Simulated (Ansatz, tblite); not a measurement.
# n-SiGeGeSiH10 (Si₂Ge₂H₁₀): a ladder of methods and basis sets

Aim: run the singlet of n-SiGeGeSiH10 (Si₂Ge₂H₁₀) at one geometry on many levels, and compare frontier levels, spin and run time.

Program: Ansatz 0.2.0, Gaussian basis. Level of theory: as each input shows. These are calculated values, not measurements.

Plan: GFN1-xTB, GFN2-xTB, PBE-D4/def2-TZVP, r2SCAN-D4/def2-TZVP, B3LYP-D4/def2-TZVP, HSE06-D4/def2-TZVP, LC-ωPBE/def2-TZVP, PBE-D4/def2-SVP, PBE0-D4/def2-SVP, CCSD(T)/def2-SVP, MP2/def2-TZVP.

2 further runs of the same task are left out: 2 set aside as unsound or not needed. Runs told in other sessions of the task aren't counted.

### 1 The geometry

The singlet was relaxed beforehand with PBE-D4/def2-SVP.

14 atoms, charge 0, spin multiplicity 1.

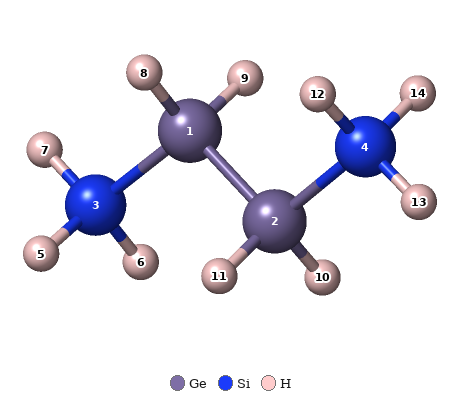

The geometry (germanium purple, silicon blue, hydrogen pink); atoms are numbered from 1 in the order of the file.

PBE0-D4/def2-TZVP was run before; its log isn't repeated, and its numbers join the tables.

### 2 GFN1-xTB

Tight binding, by tblite at 300 K electronic temperature and without a spin-polarisation term:

```python
tblite.interface.Calculator('GFN1-xTB', numbers, positions, charge=0, uhf=0).singlepoint()
```

Energy -338.3537 eV, HOMO -11.16 eV, LUMO -7.32 eV; 0.011 s.

### 3 GFN2-xTB

Tight binding, by tblite at 300 K electronic temperature and without a spin-polarisation term:

```python
tblite.interface.Calculator('GFN2-xTB', numbers, positions, charge=0, uhf=0).singlepoint()
```

Energy -337.6496 eV, HOMO -9.70 eV, LUMO -5.64 eV; 0.009 s.

### 4 PBE-D4/def2-TZVP

start.molden holds the orbitals of an earlier run on this state, given as this run's starting guess.

File in.yaml:

```yaml
crystal:
  periodic: [false, false, false]
  atoms:
    - {symbol: Ge, position_ang: [0.872210, -0.804195, 0.288986]}
    - {symbol: Ge, position_ang: [-0.866142, 0.796764, -0.335417]}
    - {symbol: Si, position_ang: [3.014501, 0.255557, 0.418816]}
    - {symbol: Si, position_ang: [-3.018636, -0.248803, -0.383931]}
    - {symbol: H, position_ang: [2.980344, 1.334237, 1.467752]}
    - {symbol: H, position_ang: [3.341879, 0.883832, -0.908556]}
    - {symbol: H, position_ang: [4.096179, -0.730869, 0.770096]}
    - {symbol: H, position_ang: [0.505402, -1.439451, 1.660457]}
    - {symbol: H, position_ang: [0.898726, -1.950873, -0.761461]}
    - {symbol: H, position_ang: [-0.524475, 1.393595, -1.730011]}
    - {symbol: H, position_ang: [-0.862485, 1.969715, 0.685590]}
    - {symbol: H, position_ang: [-3.341480, -0.793116, 0.982158]}
    - {symbol: H, position_ang: [-4.095994, 0.723952, -0.788004]}
    - {symbol: H, position_ang: [-3.000050, -1.390336, -1.366475]}
basis:
  gaussian: {orbitals: def2-TZVP, initial_orbitals: start.molden}
hamiltonian: {xc: pbe, dispersion: d4}
scf: {omitted_lower_state_checks: [starts]}
output: {forces: true, orbitals: {seedname: orbitals}}
```

Launch:

```console
> ansatz run in.yaml --threads 4 --pin off --events-out ev --progress --plain --max-ram 4787MiB
```

The program printed (excerpt; [...] marks lines left out):

```text
Functional definition: PBE
  name "PBE"
  cite "Perdew, Burke & Ernzerhof, Phys. Rev. Lett. 77, 3865 (1996) doi:10.1103/PhysRevLett.77.3865"
  parent pbe
[...]
1660 factors; their error is unknown
[...]
mean field -128929.43799748 eV, -4738.0694548955 hartree, gradient 2.4e-5 eV, S^2 0.000000; 0 other end points of the search recorded, 0 dependent functions left out
[...]
reference -128929.43805755 eV, -4738.0694571029 hartree; 51, 51 occupied and 179, 179 virtual orbitals, 1660 factors
Total energy: -128929.77972251 eV, -4738.0820130588 hartree
Atom 0 at     0.872210    -0.804195     0.288986 Å, force     0.022382    -0.011958     0.010209 eV/Å
Atom 1 at    -0.866142     0.796764    -0.335417 Å, force    -0.025021     0.009080    -0.001590 eV/Å
Atom 2 at     3.014501     0.255557     0.418816 Å, force     0.085142     0.040449     0.001945 eV/Å
Atom 3 at    -3.018636    -0.248803    -0.383931 Å, force    -0.100117    -0.050427    -0.012110 eV/Å
Atom 4 at     2.980344     1.334237     1.467752 Å, force     0.001138    -0.110311    -0.106630 eV/Å
Atom 5 at     3.341879     0.883832    -0.908556 Å, force    -0.027551    -0.060073     0.129674 eV/Å
Atom 6 at     4.096179    -0.730869     0.770096 Å, force    -0.105033     0.100589    -0.033849 eV/Å
Atom 7 at     0.505402    -1.439451     1.660457 Å, force     0.009054     0.023587    -0.055974 eV/Å
Atom 8 at     0.898726    -1.950873    -0.761461 Å, force    -0.001078     0.045922     0.043371 eV/Å
Atom 9 at    -0.524475     1.393595    -1.730011 Å, force    -0.008863    -0.021420     0.053178 eV/Å
Atom 10 at    -0.862485     1.969715     0.685590 Å, force     0.002854    -0.042520    -0.039296 eV/Å
Atom 11 at    -3.341480    -0.793116     0.982158 Å, force     0.032912     0.057856    -0.147718 eV/Å
Atom 12 at    -4.095994     0.723952    -0.788004 Å, force     0.118730    -0.111980     0.046183 eV/Å
Atom 13 at    -3.000050    -1.390336    -1.366475 Å, force    -0.004550     0.131206     0.112608 eV/Å
Dipole moment:     0.000767     0.000602    -0.000005 e Å
Checks for a lower state left out: starts
```

Run time: 2.8 s. Hardware: 4 threads of Intel Xeon at 2.60GHz, shared host.

HOMO -6.60 eV, LUMO -1.31 eV.

### 5 r2SCAN-D4/def2-TZVP

Edit in.yaml of step 4 so:

```diff
@@ -19,4 +19,4 @@
   gaussian: {orbitals: def2-TZVP, initial_orbitals: start.molden}
-hamiltonian: {xc: pbe, dispersion: d4}
+hamiltonian: {xc: r2scan, dispersion: d4}
 scf: {omitted_lower_state_checks: [starts]}
-output: {forces: true, orbitals: {seedname: orbitals}}
+output: {orbitals: {seedname: orbitals}}
```

Same command.

The program printed:

```text
Functional definition: r2SCAN
  name "r2SCAN"
  cite "Furness, Kaplan, Ning, Perdew & Sun, J. Phys. Chem. Lett. 11, 8208 (2020) doi:10.1021/acs.jpclett.0c02405"
  cite "Furness, Kaplan, Ning, Perdew & Sun, J. Phys. Chem. Lett. 11, 9248 (2020) doi:10.1021/acs.jpclett.0c03077"
  parent r2scan
  parameter k0 = 0.174
  parameter k1 = 0.065
  parameter a1 = 4.9479
  exchange = r2scan_x(k0 = k0, k1 = k1, a1 = a1)
  correlation = r2scan_c
these checks for a lower state are left out or cut short: starts
1660 factors; their error is unknown
mean field evaluation 1: about -128953.3134 eV, gradient 9.9e0 eV
mean field evaluation 2: about -128953.3788 eV, gradient 9.6e-2 eV
mean field evaluation 4: about -128953.3463 eV, gradient 5.9e-5 eV
mean field -128953.34629212 eV, -4738.9480685180 hartree, gradient 2.0e-5 eV, S^2 0.000000; 0 other end points of the search recorded, 0 dependent functions left out
reference -128953.34631036 eV, -4738.9480691882 hartree; 51, 51 occupied and 179, 179 virtual orbitals, 1660 factors
Total energy: -128953.43174866 eV, -4738.9512089877 hartree
Checks for a lower state left out: starts
```

It took 4 s on 4 threads of Intel Xeon at 2.60GHz, shared host.

HOMO -6.84 eV, LUMO -1.06 eV.

### 6 B3LYP-D4/def2-TZVP

Edit in.yaml of step 5 so:

```diff
@@ -19,3 +19,3 @@
   gaussian: {orbitals: def2-TZVP, initial_orbitals: start.molden}
-hamiltonian: {xc: r2scan, dispersion: d4}
+hamiltonian: {xc: {name: B3LYP}, dispersion: d4}
 scf: {omitted_lower_state_checks: [starts]}
```

Same command.

The program printed (excerpt; [...] marks lines left out):

```text
Functional definition: B3LYP
  name "B3LYP"
  cite "Stephens, Devlin, Chabalowski & Frisch, J. Phys. Chem. 98, 11623 (1994) doi:10.1021/j100096a001"
  cite "Becke, Phys. Rev. A 38, 3098 (1988) doi:10.1103/PhysRevA.38.3098"
  cite "Lee, Yang & Parr, Phys. Rev. B 37, 785 (1988) doi:10.1103/PhysRevB.37.785"
  cite "Vosko, Wilk & Nusair, Can. J. Phys. 58, 1200 (1980) doi:10.1139/p80-159"
[...]
1740 factors; their error is unknown
[...]
mean field -128959.41754552 eV, -4739.1711829651 hartree, gradient 8.4e-5 eV, S^2 0.000000; 0 other end points of the search recorded, 0 dependent functions left out
reference -128959.41791693 eV, -4739.1711966142 hartree; 51, 51 occupied and 179, 179 virtual orbitals, 1740 factors
Total energy: -128959.97159753 eV, -4739.1915440009 hartree
Checks for a lower state left out: starts
```

Run time: 3.3 s. Hardware: 4 threads of Intel Xeon at 2.60GHz, shared host; peak memory 0.94 GiB.

Report: HOMO -7.37 eV, LUMO -0.71 eV.

### 7 HSE06-D4/def2-TZVP

Edit in.yaml of step 6 so:

```diff
@@ -19,3 +19,3 @@
   gaussian: {orbitals: def2-TZVP, initial_orbitals: start.molden}
-hamiltonian: {xc: {name: B3LYP}, dispersion: d4}
+hamiltonian: {xc: hse06, dispersion: d4}
 scf: {omitted_lower_state_checks: [starts]}
```

The command is unchanged.

The program printed (excerpt; [...] marks lines left out):

```text
Functional definition: HSE06
  name "HSE06"
  cite "Heyd, Scuseria & Ernzerhof, J. Chem. Phys. 118, 8207 (2003) doi:10.1063/1.1564060"
  cite "Krukau, Vydrov, Izmaylov & Scuseria, J. Chem. Phys. 125, 224106 (2006) doi:10.1063/1.2404663"
  cite "Heyd & Scuseria, J. Chem. Phys. 120, 7274 (2004) doi:10.1063/1.1668634"
  cite "Ernzerhof & Perdew, J. Chem. Phys. 109, 3313 (1998) doi:10.1063/1.476928"
  cite "Perdew, Burke & Ernzerhof, Phys. Rev. Lett. 77, 3865 (1996) doi:10.1103/PhysRevLett.77.3865"
  parent pbe
[...]
  # The whole range is PBE's own exchange, as in plane waves. The composition of these papers is wPBEh.
[...]
1778 factors; their error is unknown
123 factors; integrals over basis functions are off by at most 5.7e-7 eV
[...]
mean field -128933.93469090 eV, -4738.2347053308 hartree, gradient 3.4e-5 eV, S^2 0.000000; 0 other end points of the search recorded, 0 dependent functions left out
reference -128933.93475174 eV, -4738.2347075664 hartree; 51, 51 occupied and 179, 179 virtual orbitals, 1778 factors
Total energy: -128934.21763741 eV, -4738.2451034233 hartree
Checks for a lower state left out: starts
```

Wall time 3.7 s (4 threads of Intel Xeon at 2.60GHz, shared host); peak memory 0.99 GiB.

From the report: HOMO -7.20 eV, LUMO -0.88 eV.

### 8 LC-ωPBE/def2-TZVP

Edit in.yaml of step 7 so:

```diff
@@ -19,3 +19,3 @@
   gaussian: {orbitals: def2-TZVP, initial_orbitals: start.molden}
-hamiltonian: {xc: hse06, dispersion: d4}
+hamiltonian: {xc: {name: LC-wPBE}}
 scf: {omitted_lower_state_checks: [starts]}
```

Same command.

The program printed (excerpt; [...] marks lines left out):

```text
Functional definition: LC-wPBE
  name "LC-wPBE"
  cite "Vydrov & Scuseria, J. Chem. Phys. 125, 234109 (2006) doi:10.1063/1.2409292"
  cite "Heyd & Scuseria, J. Chem. Phys. 120, 7274 (2004) doi:10.1063/1.1668634"
  cite "Ernzerhof & Perdew, J. Chem. Phys. 109, 3313 (1998) doi:10.1063/1.476928"
  cite "Perdew, Burke & Ernzerhof, Phys. Rev. Lett. 77, 3865 (1996) doi:10.1103/PhysRevLett.77.3865"
  parent pbe
[...]
1660 factors; their error is unknown
593 factors; integrals over basis functions are off by at most 1.9e-5 eV
[...]
mean field -128935.76836253 eV, -4738.3020915204 hartree, gradient 1.7e-5 eV, S^2 0.000000; 0 other end points of the search recorded, 0 dependent functions left out
reference -128935.76836254 eV, -4738.3020915208 hartree; 51, 51 occupied and 179, 179 virtual orbitals, 1660 factors
Total energy: -128935.76836254 eV, -4738.3020915208 hartree
Checks for a lower state left out: starts
```

It took 3 s on 4 threads of Intel Xeon at 2.60GHz, shared host; peak memory 0.57 GiB.

HOMO -9.98 eV, LUMO 1.51 eV.

### 9 PBE-D4/def2-SVP

Edit in.yaml of step 8 so:

```diff
@@ -18,4 +18,4 @@
 basis:
-  gaussian: {orbitals: def2-TZVP, initial_orbitals: start.molden}
-hamiltonian: {xc: {name: LC-wPBE}}
+  gaussian: {orbitals: def2-SVP, initial_orbitals: start.molden}
+hamiltonian: {xc: pbe, dispersion: d4}
 scf: {omitted_lower_state_checks: [starts]}
```

Same command.

The program printed:

```text
Functional definition: PBE
  name "PBE"
  cite "Perdew, Burke & Ernzerhof, Phys. Rev. Lett. 77, 3865 (1996) doi:10.1103/PhysRevLett.77.3865"
  parent pbe
  parameter kappa = 0.804
  parameter beta = 0.06672455060314922
  exchange = pbe_x(kappa = kappa, mu = beta*pi^2/3)
  correlation = pbe_c(beta = beta)
these checks for a lower state are left out or cut short: starts
1674 factors; their error is unknown
mean field evaluation 1: about -128909.4819 eV, gradient 9.8e0 eV
mean field evaluation 2: about -128909.6739 eV, gradient 2.0e-1 eV
mean field evaluation 4: about -128909.5397 eV, gradient 2.5e-4 eV
mean field -128909.53971923 eV, -4737.3382066572 hartree, gradient 1.4e-5 eV, S^2 0.000000; 0 other end points of the search recorded, 0 dependent functions left out
reference -128909.53976879 eV, -4737.3382084786 hartree; 51, 51 occupied and 99, 99 virtual orbitals, 1674 factors
Total energy: -128909.88143375 eV, -4737.3507644345 hartree
Checks for a lower state left out: starts
```

Run time: 1.2 s. Hardware: 4 threads of Intel Xeon at 2.60GHz, shared host.

From the report: HOMO -6.60 eV, LUMO -1.12 eV.

### 10 PBE0-D4/def2-SVP

Edit in.yaml of step 9 so:

```diff
@@ -19,3 +19,3 @@
   gaussian: {orbitals: def2-SVP, initial_orbitals: start.molden}
-hamiltonian: {xc: pbe, dispersion: d4}
+hamiltonian: {xc: pbe0, dispersion: d4}
 scf: {omitted_lower_state_checks: [starts]}
```

The command is unchanged.

The program printed:

```text
Functional definition: PBE0
  name "PBE0"
  cite "Adamo & Barone, J. Chem. Phys. 110, 6158 (1999) doi:10.1063/1.478522"
  cite "Perdew, Burke & Ernzerhof, Phys. Rev. Lett. 77, 3865 (1996) doi:10.1103/PhysRevLett.77.3865"
  parent pbe
  parameter a = 0.25
  parameter kappa = 0.804
  parameter beta = 0.06672455060314922
  exchange = (1 - a)*pbe_x(kappa = kappa, mu = beta*pi^2/3) + a*exact_x
  correlation = pbe_c(beta = beta)
these checks for a lower state are left out or cut short: starts
1482 factors; integrals over basis functions are off by at most 1.4e-3 eV
mean field evaluation 1: about -128914.4628 eV, gradient 4.1e0 eV
mean field evaluation 2: about -128914.5014 eV, gradient 3.7e-2 eV
mean field evaluation 4: about -128914.5443 eV, gradient 2.8e-4 eV
mean field -128914.54425367 eV, -4737.5221199059 hartree, gradient 2.0e-5 eV, S^2 0.000000; 0 other end points of the search recorded, 0 dependent functions left out
reference -128914.54429111 eV, -4737.5221212818 hartree; 51, 51 occupied and 99, 99 virtual orbitals, 1482 factors
Total energy: -128914.84134844 eV, -4737.5330379371 hartree
Checks for a lower state left out: starts
```

Run time: 2.2 s. Hardware: 4 threads of Intel Xeon at 2.60GHz, shared host.

HOMO -7.62 eV, LUMO -0.36 eV.

### 11 CCSD(T)/def2-SVP

Edit in.yaml of step 10 so:

```diff
@@ -19,3 +19,3 @@
   gaussian: {orbitals: def2-SVP, initial_orbitals: start.molden}
-hamiltonian: {xc: pbe0, dispersion: d4}
+correlation: {method: ccsd_t}
 scf: {omitted_lower_state_checks: [starts]}
```

Same command.

The program printed (excerpt; [...] marks lines left out):

```text
Functional definition: HF
  name "HF"
  cite "Fock, Z. Phys. 61, 126 (1930) doi:10.1007/BF01340294"
  parent pbe
[...]
1482 factors; integrals over basis functions are off by at most 1.4e-3 eV
[...]
mean field -128810.86759790 eV, -4733.7120730809 hartree, gradient 1.2e-6 eV, S^2 0.000000; 0 other end points of the search recorded, 0 dependent functions left out
28 core orbitals not correlated: weight in the atoms' cores, before any rotation towards them, 1.000 or more for the frozen orbitals, at most 0.000 for the correlated occupied ones
reference -128810.86759790 eV, -4733.7120730809 hartree; 23, 23 occupied and 99, 99 virtual orbitals, 1482 factors
second order -18.44853945 eV of doubles, -0.00000000 eV of singles
cycle   1  -19.24579069 eV  change   -8.0e-1 eV  update   1.2e-1
[...]
cycle   8  -20.12718241 eV  change   -2.1e-5 eV  update   1.9e-5
perturbative correction -0.57896798 eV, -0.0212766810 hartree
Total energy: -128831.57374830 eV, -4734.4730100728 hartree
Checks for a lower state left out: starts
```

Wall time 16 s (4 threads of Intel Xeon at 2.60GHz, shared host); peak memory 1.1 GiB.

From the report: Hartree-Fock HOMO -9.87 eV, LUMO 2.88 eV; T1 0.011.

### 12 MP2/def2-TZVP

Edit in.yaml of step 11 so:

```diff
@@ -18,4 +18,4 @@
 basis:
-  gaussian: {orbitals: def2-SVP, initial_orbitals: start.molden}
-correlation: {method: ccsd_t}
+  gaussian: {orbitals: def2-TZVP, initial_orbitals: start.molden}
+correlation: {method: mp2}
 scf: {omitted_lower_state_checks: [starts]}
```

The command is unchanged.

The program printed:

```text
Functional definition: HF
  name "HF"
  cite "Fock, Z. Phys. 61, 126 (1930) doi:10.1007/BF01340294"
  parent pbe
  exchange = exact_x
  correlation = 0
these checks for a lower state are left out or cut short: starts
1588 factors; integrals over basis functions are off by at most 9.8e-4 eV
mean field evaluation 1: about -128829.3382 eV, gradient 4.1e1 eV
mean field evaluation 2: about -128830.6185 eV, gradient 1.6e0 eV
mean field evaluation 4: about -128830.8217 eV, gradient 7.1e-1 eV
mean field evaluation 8: about -128830.8237 eV, gradient 7.4e-5 eV
mean field -128830.82369341 eV, -4734.4454460642 hartree, gradient 2.1e-6 eV, S^2 0.000000; 0 other end points of the search recorded, 0 dependent functions left out
28 core orbitals not correlated: weight in the atoms' cores, before any rotation towards them, 1.000 or more for the frozen orbitals, at most 0.000 for the correlated occupied ones
reference -128830.82369341 eV, -4734.4454460642 hartree; 23, 23 occupied and 179, 179 virtual orbitals, 1588 factors
second order -20.46497326 eV of doubles, -0.00000000 eV of singles
Total energy: -128851.28866668 eV, -4735.1975199600 hartree
Checks for a lower state left out: starts
```

Run time: 3.8 s. Hardware: 4 threads of Intel Xeon at 2.60GHz, shared host; peak memory 0.65 GiB.

From the report: Hartree-Fock HOMO -9.79 eV, LUMO 2.59 eV.

### 13 Levels side by side

```
              level  functions  HOMO (eV)  LUMO (eV)  gap (eV)   time
    PBE-D4/def2-SVP        150      -6.60      -1.12      5.47  1.2 s
   PBE-D4/def2-TZVP        230      -6.60      -1.31      5.29  2.8 s
r2SCAN-D4/def2-TZVP        230      -6.84      -1.06      5.78    4 s
 B3LYP-D4/def2-TZVP        230      -7.37      -0.71      6.66  3.3 s
   PBE0-D4/def2-SVP        150      -7.62      -0.36      7.26  2.2 s
  PBE0-D4/def2-TZVP        230      -7.58      -0.52      7.06  4.2 s
 HSE06-D4/def2-TZVP        230      -7.20      -0.88      6.32  3.7 s
  LC-ωPBE/def2-TZVP        230      -9.98       1.51     11.49    3 s
```

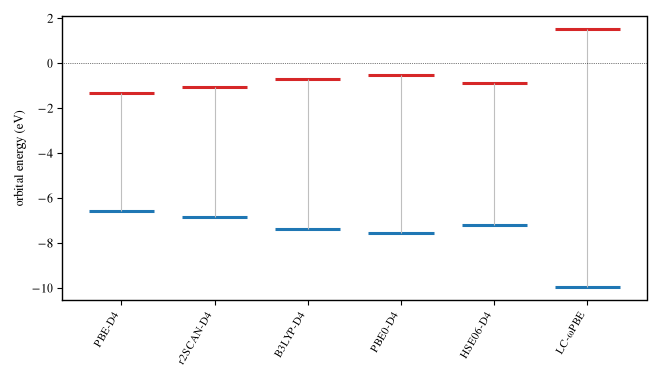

Highest filled (blue) and lowest empty (red) level in def2-TZVP.

The pieces so far (eV):

```
    basis            HF  MP2 correlation  CCSD correlation      (T)               total
 def2-SVP  -128810.8676         -18.4485          -20.1272  -0.5790        -128831.5737
def2-TZVP  -128830.8237         -20.4650                             -128851.2887 (MP2)
```

### 14 Binding energy

Free atoms were run apart at each level; binding is atoms less cluster, divided by the number of atoms, without zero-point or spin-orbit terms.

Differences are taken before rounding.

```
             method  binding an atom (eV)  from CCSD(T)/def2-SVP (eV)   time
        HF/def2-SVP                 2.132                      -0.533       
       HF/def2-TZVP                 2.145                      -0.519       
    PBE-D4/def2-SVP                 2.787                      +0.123  1.2 s
   PBE-D4/def2-TZVP                 2.792                      +0.128  2.8 s
r2SCAN-D4/def2-TZVP                 2.843                      +0.179    4 s
 B3LYP-D4/def2-TZVP                 2.829                      +0.165  3.3 s
   PBE0-D4/def2-SVP                 2.791                      +0.127  2.2 s
  PBE0-D4/def2-TZVP                 2.798                      +0.134  4.2 s
 HSE06-D4/def2-TZVP                 2.798                      +0.133  3.7 s
  LC-ωPBE/def2-TZVP                 2.788                      +0.124    3 s
       MP2/def2-SVP                 2.614                      -0.050       
      MP2/def2-TZVP                 2.686                      +0.021  3.8 s
      CCSD/def2-SVP                 2.645                      -0.020       
   CCSD(T)/def2-SVP                 2.665                           0   16 s
```

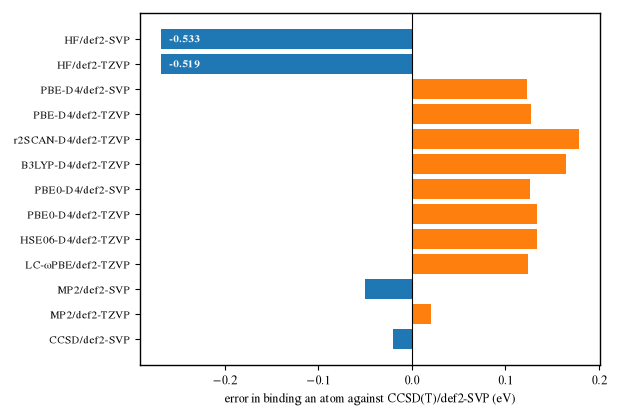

Error of each method against CCSD(T)/def2-SVP. Bars with a number in them are cut short.

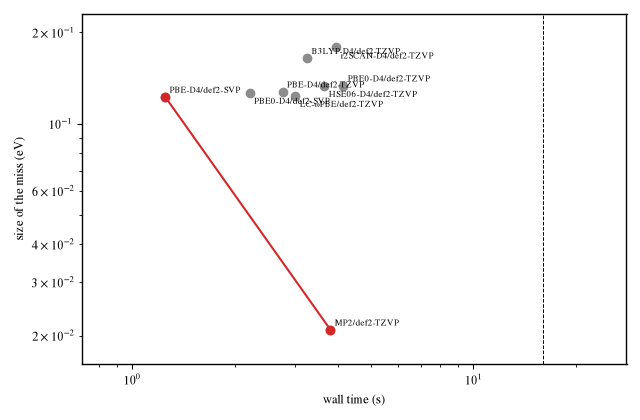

Miss against cost. Red marks the levels that no quicker level drawn beats (of those quicker than the yardstick), and the dashed line is the time of CCSD(T)/def2-SVP. Times are from a shared host.

### 15 What came out

| quantity | value |
| --- | --- |
| gap in def2-TZVP, named functionals, smallest and largest | 5.29 eV (PBE-D4), 11.49 eV (LC-ωPBE) |
| correlation energy, CCSD(T)/def2-SVP | -20.71 eV |
| correlation energy, MP2/def2-TZVP | -20.46 eV |
| binding an atom, CCSD(T)/def2-SVP | 2.665 eV |
| PBE0 total energy, smallest basis above largest | 19.76 eV (def2-SVP, def2-TZVP) |

**Reading.** Over the named functionals in def2-TZVP the gap runs from 5.29 eV (PBE-D4) to 11.49 eV (LC-ωPBE); exact exchange widens it. The functionals in def2-TZVP miss CCSD(T)/def2-SVP by +0.124 (LC-ωPBE) to +0.179 eV (r2SCAN-D4) an atom. The yardstick is in a double-zeta basis, so levels in larger sets aren't compared like for like. The reference is CCSD(T) in one finite basis, so it carries an error of its own, often a tenth of an eV or more, and near misses can't be ranked.

MP2/def2-TZVP reaches 0.021 eV from the reference in 3.8 s, where CCSD(T)/def2-SVP took 16 s; the quickest level in the cost chart, PBE-D4/def2-SVP, takes 1.2 s and misses by 0.123 eV. The slowest run with a step of its own, CCSD(T)/def2-SVP, took 16 s; the quickest functional in def2-TZVP took 2.8 s (shared host).
